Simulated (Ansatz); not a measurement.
System CuAsRu (space group P-62m, No. 189); source of the atomic positions: the end point of a relaxation with Ansatz, DFT, PAW plane waves, r2scan; the starting structure was generated, so it need not be a known form of this composition.

```cif
data_structure
_symmetry_space_group_name_H-M 'P-62m'
_symmetry_Int_Tables_number 189
_cell_length_a 6.4633
_cell_length_b 6.4633
_cell_length_c 3.4875
_cell_angle_alpha 90.000
_cell_angle_beta 90.000
_cell_angle_gamma 120.000
_cell_volume 126.17
loop_
_atom_site_label
_atom_site_type_symbol
_atom_site_symmetry_multiplicity
_atom_site_Wyckoff_symbol
_atom_site_fract_x
_atom_site_fract_y
_atom_site_fract_z
_atom_site_occupancy
Cu1 Cu 3 g 0.60890 0.00000 0.50000 1
Ru1 Ru 3 f 0.27055 0.00000 0.00000 1
As1 As 1 b 0.00000 0.00000 0.50000 1
As2 As 2 c 0.33333 0.66667 0.00000 1
```

Describe how the polyhedra about Cu and Ru are linked (bonds: As–Cu below 3 Å and As–Ru below 2.8 Å).

Cu: CuAs5 square pyramid, sharing corners with 16 neighbours and edges with twelve neighbours; Ru: RuAs4 tetrahedron, sharing corners with 16 neighbours and edges with eight neighbours.

They form a three-dimensional framework of corner- and edge-sharing square pyramids and tetrahedra.

Centre to centre across a shared corner: 3.49 to 4.91 Å; across a shared edge: 2.80 to 3.49 Å.

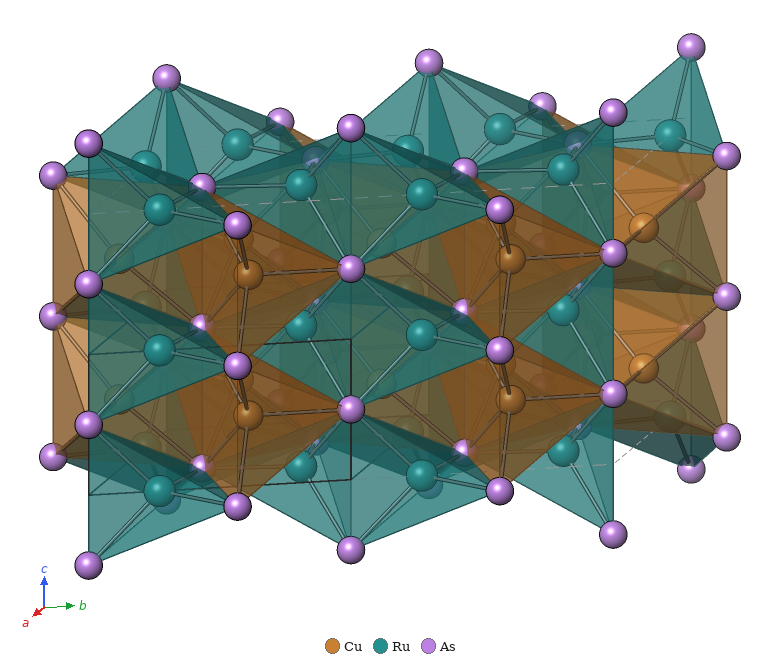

Polyhedra are drawn about Cu and Ru (bonds: As–Cu below 3 Å and As–Ru below 2.8 Å); other atoms are plain spheres.
